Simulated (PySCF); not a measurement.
C3H17BN2Si2

Input file:

```
{"job": {"kind": "nmr", "xc": "PBE0", "basis": "pcSseg-1"}, "charge": 0, "multiplicity": 1}
C      3.927145     0.172258     0.286002
N      2.592799     0.313503     0.826894
C      1.552743     0.023158    -0.147245
C      0.163838     0.122753     0.473429
B     -1.017553    -0.133113    -0.621403
Si    -1.138383    -2.002991    -1.255529
N     -2.450014     0.171937     0.225915
Si    -2.975129     1.887056     0.247873
H      4.056379     0.898908    -0.517013
H      4.655425     0.384945     1.067676
H      4.130584    -0.829797    -0.125380
H      2.482894    -0.312212     1.621583
H      1.679479    -0.977840    -0.600936
H      1.648668     0.759497    -0.951383
H      0.086675     1.111766     0.938847
H      0.112146    -0.605836     1.293990
H     -1.001335     0.690966    -1.489910
H     -1.084653    -3.014910    -0.173208
H     -0.166682    -2.485698    -2.245333
H     -2.459858    -2.312055    -1.869376
H     -3.152706    -0.426986    -0.197541
H     -2.273141    -0.201032     1.153895
H     -3.489682     2.149245    -1.090487
H     -1.839134     2.698014     0.651882
H     -4.051440     1.942610     1.245728
```

Launched as:

```sh
OMP_NUM_THREADS=1 python probes_run.py task.json out
```

Geometry: GFN2-xTB.

Theory: PBE0/pcSseg-1, SCF density, gas phase, non-relativistic in PySCF 2.14.0.

Question: Predict the electron density and electron localisation function between the atoms.

Answer: C–N (1.45 Å): the density is about 1.9 e/Å³ at the midpoint; the ELF peaks at about 0.95 between the atoms; a covalent bond.
C–C (1.52 Å): ρ at the midpoint is about 1.6 e/Å³; the ELF peaks at about 0.95 between the atoms, as expected for localised, covalent bonding.
C–B (1.63 Å): ρ is about 1.3 e/Å³ halfway; the ELF peaks at about 0.95 between the atoms: a covalent bond.
B–N (1.69 Å): the density is about 1 e/Å³ at the midpoint; the ELF peaks at about 0.95 between the atoms: a shared but strongly polarised pair.

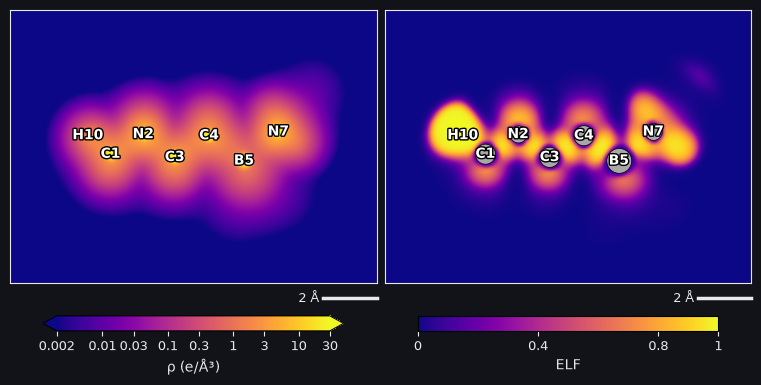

Computed electron density and electron localisation function on the plane of atoms N2, C1 and H10, in this order. Grey discs cover the atomic cores in the ELF map. 
